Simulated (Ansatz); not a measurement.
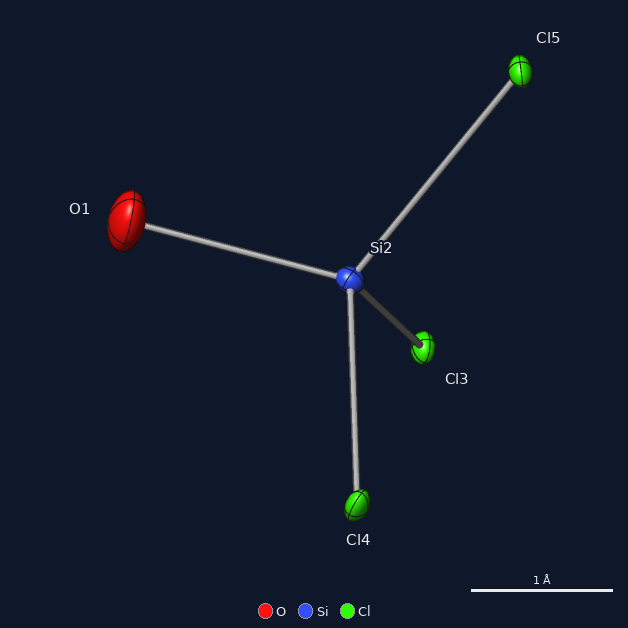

Displacement ellipsoids at the 50 % level, enlarged 2 times, from the internal vibrations of the free molecule (harmonic, no overall translation or rotation; no half-axis is drawn under 0.075 Å). State: neutral, doublet. Vibrations computed with UKS PBE0-D4/def2-TZVP (Ansatz 0.2.0). Temperature: 100 K.

Question. Which atom has the largest mean-square displacement?

Answer. O1, with U_eq = 0.0044 Å².

List U_eq and the three principal root-mean-square amplitudes for each kind of atom.

```csv
atom,U_eq (Å²),rms amplitudes (Å)
O1,0.0044,"0.043, 0.067, 0.082"
Si2,0.0011,"0.032, 0.033, 0.035"
"Cl3, Cl5",0.0012,"0.028, 0.035, 0.042"
Cl4,0.0014,"0.027, 0.035, 0.047"
```
